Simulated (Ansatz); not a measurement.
# F$_{3}$H$_{5}$InNSi: what the fields show

```xyz
11

F    -1.9484    0.8671   -1.2992
F     0.5889    0.2224    0.8083
F    -2.6086    0.0563    1.8952
In   -1.3068    0.6217    0.5521
N    -1.3307    2.8767    0.8023
Si   -1.8877    3.6888   -0.7340
H    -1.9381    3.0944    1.5966
H    -0.3861    3.1652    1.0700
H    -3.2788    3.2484   -0.9815
H    -1.8628    5.1571   -0.4589
H    -0.9001    3.3577   -1.7853
```

Geometry: PBE0-D4/def2-SVP; core potentials replace the inner electrons of In.

Theory: isolated molecule in a Gaussian basis; Kohn-Sham density functional theory, functional PBE0 in Ansatz.

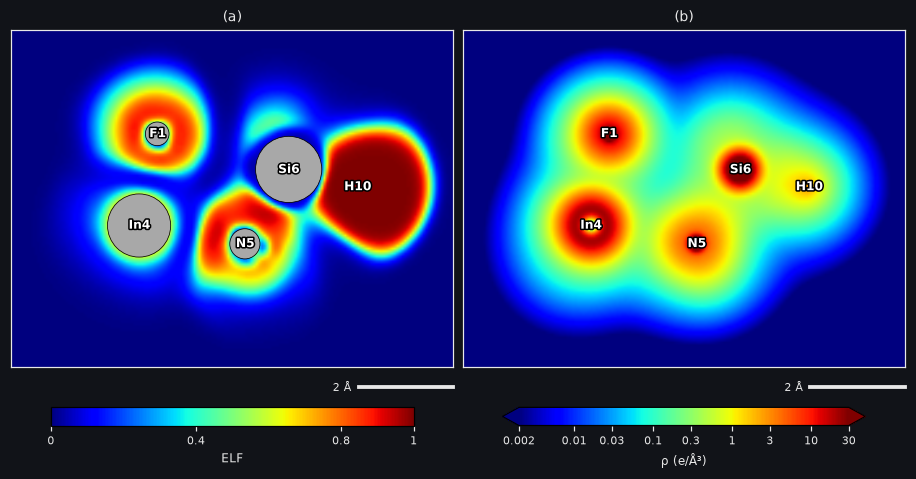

Figure 1. (a) electron localisation function; (b) electron density on the plane of atoms N5, Si6 and H10. Grey discs cover the atomic cores in the ELF map.

Q: What does the map show?

A: Atoms in the plane: F, In, N, Si and H. Si–N (1.82 Å): ρ at the midpoint is about 0.91 e/Å³; the ELF peaks at about 0.95 between the atoms: a polar covalent bond. In–F (1.97 Å): ρ is about 0.68 e/Å³ halfway; the ELF peaks at about 0.85 in the valence shell of F, 0.5 Å from its nucleus, and drops to about 0.10 between the two atoms. In–N (2.27 Å): ρ at the midpoint is about 0.43 e/Å³; the ELF peaks at about 0.90 in the valence shell of N, 0.7 Å from its nucleus, and drops to about 0.10 between the two atoms. Si–H (1.49 Å): ρ is about 0.78 e/Å³ halfway; the ELF climbs to about 1 towards the hydrogen, as it does in any bond to H. The ELF also peaks beside F1, away from the bonds: lone-pair regions.

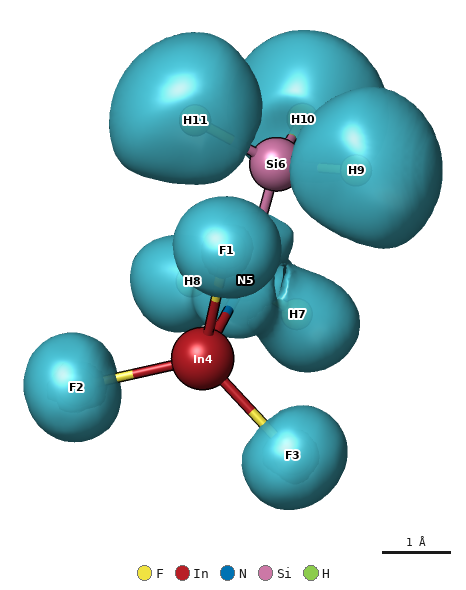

Figure 2. Isosurface of the ELF at 0.75 (cyan), seen at an oblique angle. Core shells and regions of very low density are left out.

Q: What do the ELF domains correspond to?

A: The surface consists of three regions around hydrogen nuclei, three regions wrapped around F (the valence shell of each) and one joined region spread over several atoms (H, N), in which their bonds and any lone pairs are merged.


 In–F (1.95 Å): the ELF peaks at about 0.80 in the valence shell of F, 0.5 Å from its nucleus, and drops to about 0.10 between the two atoms.

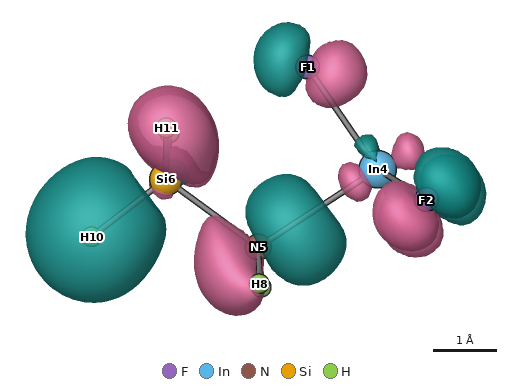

Figure 3. The HOMO at ±0.1 Å⁻³ᐟ² (teal and pink are the two phases), seen across its widest extent.

Q: What is the character of this orbital?

A: By Hirshfeld shares it lies mainly on H10 (about 20 %), Si6 (about 20 %), N5 (about 20 %), F2 (about 10 %), F3 (about 10 %) and F1 (about 5 %). Its energy is −9.84 eV.

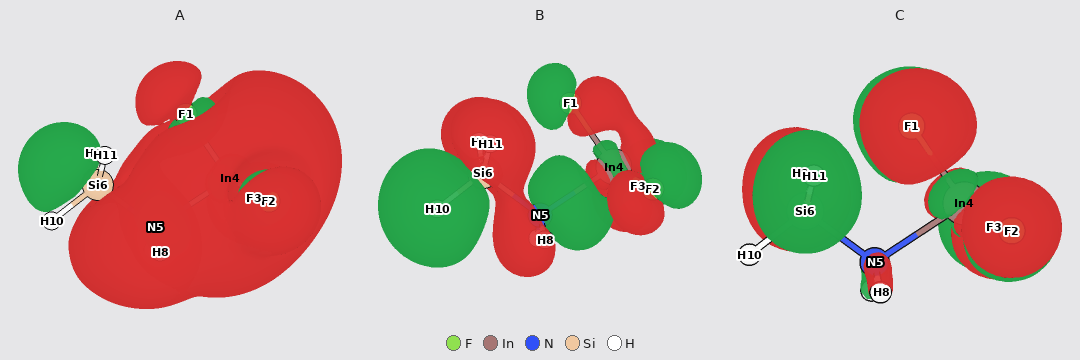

Figure 4. Three frontier orbitals at ±0.04 Å⁻³ᐟ² (green and red are the two phases), in no order.

Q: Which picture is the HOMO−1, the HOMO and the LUMO?

A: C is the HOMO−1 (−10.27 eV). Its weight (Hirshfeld) is mainly on F1 (about 50 %), F2 (about 15 %), F3 (about 15 %) and In4 (about 5 %); largely a combination of lone pairs on F1, F2 and F3. B is the HOMO (−9.84 eV). By Hirshfeld shares it lies mainly on H10 (about 20 %), Si6 (about 20 %), N5 (about 20 %), F2 (about 10 %), F3 (about 10 %) and F1 (about 5 %). A is the LUMO (−2.08 eV). It lies mainly on In4 (about 55 %), F2 (about 10 %), F3 (about 10 %), F1 (about 10 %) and Si6 (about 5 %).

Q: What is the HOMO–LUMO gap?

A: 7.76 eV between the orbital energies.
